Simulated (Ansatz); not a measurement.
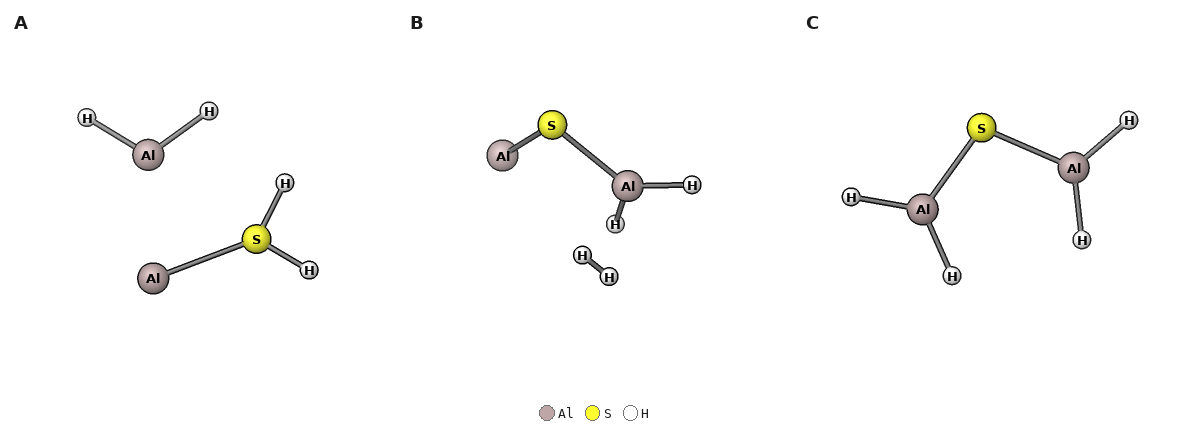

3 stationary structures of one formula. Geometries: PBE-D4/def2-SVP. Electronic energies: PBE-D4/def2-SVP (Ansatz 0.2.0), without zero-point energy. No frequency run is at hand to confirm each as a minimum. Each is one conformer, not always the lowest.

Question: Rank them by energy, lowest first.

Answer: C is lowest (C2v); B lies 70.6 kJ/mol above it (C1), A lies 299.4 kJ/mol above it (Cs).
